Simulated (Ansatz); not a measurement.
## Electronic structure of ClH3NSi2 (charge +1) in real space

Input

```
crystal:
  periodic: [false, false, false]
  atoms:
    - {symbol: Cl, position_ang: [1.356541, 0.408242, -1.161209]}
    - {symbol: "N", position_ang: [-0.197669, -1.869198, -1.621261]}
    - {symbol: Si, position_ang: [-0.931008, -0.572486, -0.772694]}
    - {symbol: Si, position_ang: [1.477555, -1.550913, -2.085602]}
    - {symbol: H, position_ang: [-0.686586, -2.743499, -1.836834]}
    - {symbol: H, position_ang: [1.688134, -1.369794, -3.532343]}
    - {symbol: H, position_ang: [2.477635, -2.348412, -1.354818]}
basis:
  gaussian:
    orbitals: def2-TZVPD
total_charge: 1
hamiltonian:
  xc: pbe0
output: {forces: true, orbitals: {seedname: orbitals}}
```

Run with:

```sh
ansatz run input.yaml --threads 2 --pin off --max-ram 4350MiB --events-out events.jsonl --progress --plain --runs-dir runs
```

Geometry: B3LYP-D3(BJ)/def2-SVP.

Computed with isolated molecule in a Gaussian basis; Kohn-Sham density functional theory, functional PBE0 in Ansatz.

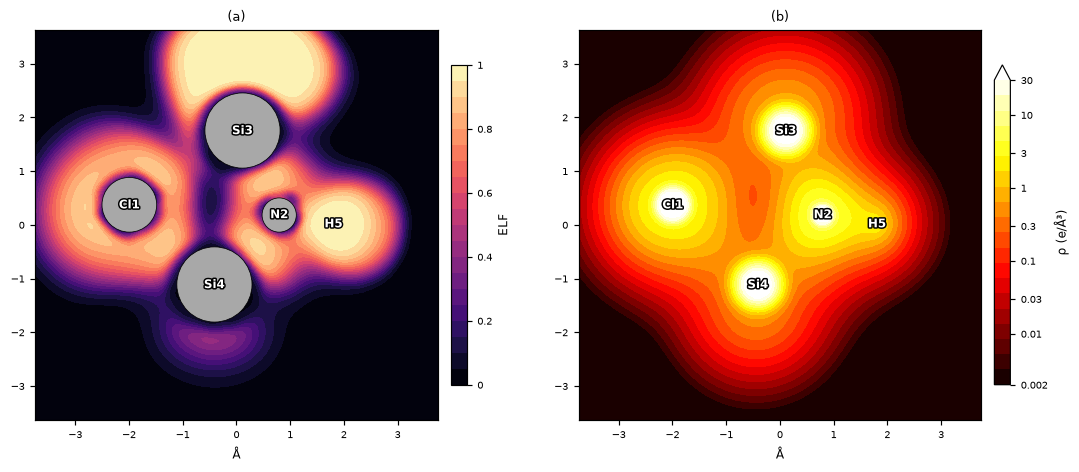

Figure 1. (a) electron localisation function; (b) total electron density on the plane of atoms Si4, N2 and H5. Grey discs cover the atomic cores in the ELF map.

Read the bonding off the picture.

- The section cuts through Cl, N, Si and H sites.
- Si–N (1.71 Å): ρ is about 1.1 e/Å³ halfway; the ELF peaks at about 0.90 between the atoms; a shared but strongly polarised pair.
- Si–Cl (2.17 Å): ρ is about 0.74 e/Å³ halfway; the ELF peaks at about 0.90 between the atoms: a shared but strongly polarised pair.
- N–H (1.02 Å): the density is about 2.8 e/Å³ at the midpoint; the ELF climbs to about 1 towards the hydrogen, as it does in any bond to H (a covalent bond by its length).
- Si–N (1.77 Å): ρ is about 1 e/Å³ halfway; the ELF peaks at about 0.90 between the atoms, as expected for a shared but strongly polarised pair.
- The ELF also peaks beside Cl1 and Si3, away from the bonds: lone-pair regions.

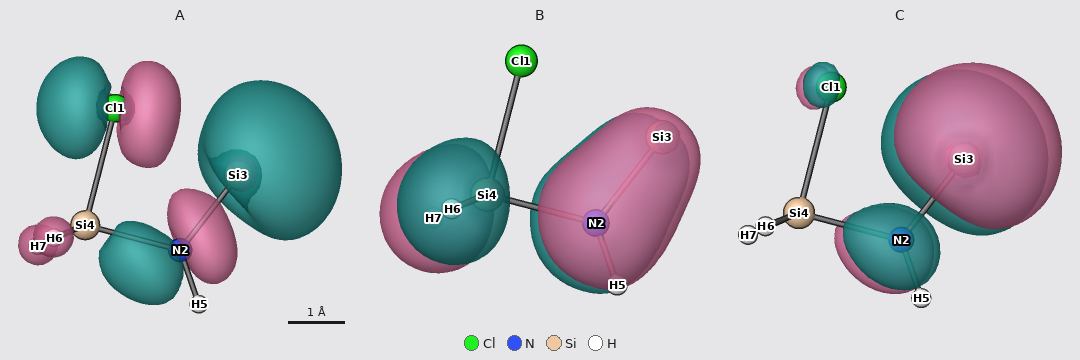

Figure 2. Three frontier orbitals at ±0.1 Å⁻³ᐟ² (teal and pink are the two phases), in no order.

Which picture is the HOMO−1, the HOMO and the LUMO?

B is the HOMO−1 (−14.16 eV). It lies mainly on N2 (about 45 %), Si4 (about 15 %), Si3 (about 15 %), H6 (about 10 %) and H7 (about 10 %). A is the HOMO (−13.58 eV). By Hirshfeld shares it lies mainly on Si3 (about 60 %), Cl1 (about 20 %) and N2 (about 15 %). C is the LUMO (−7.38 eV). It lies mainly on Si3 (about 80 %) and N2 (about 10 %).

What is the HOMO–LUMO gap?

6.20 eV between the orbital energies.

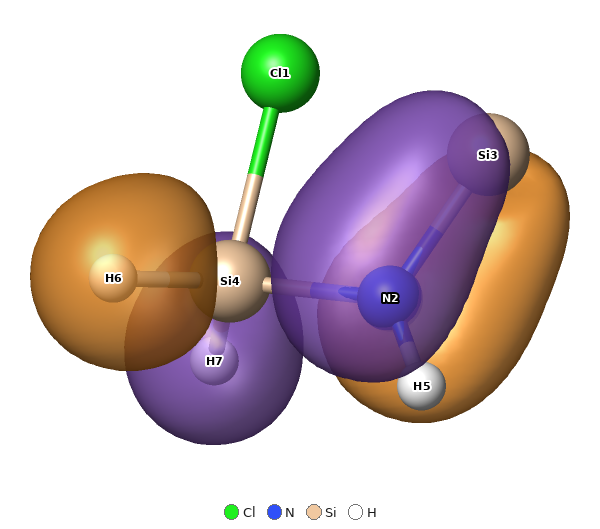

Figure 3. The HOMO−1 at ±0.1 Å⁻³ᐟ² (orange and purple are the two phases), seen at a tilt.

Describe this orbital and give its energy.

Its weight (Hirshfeld) is mainly on N2 (about 45 %), Si4 (about 15 %), Si3 (about 15 %), H6 (about 10 %) and H7 (about 10 %). Its energy is −14.16 eV.
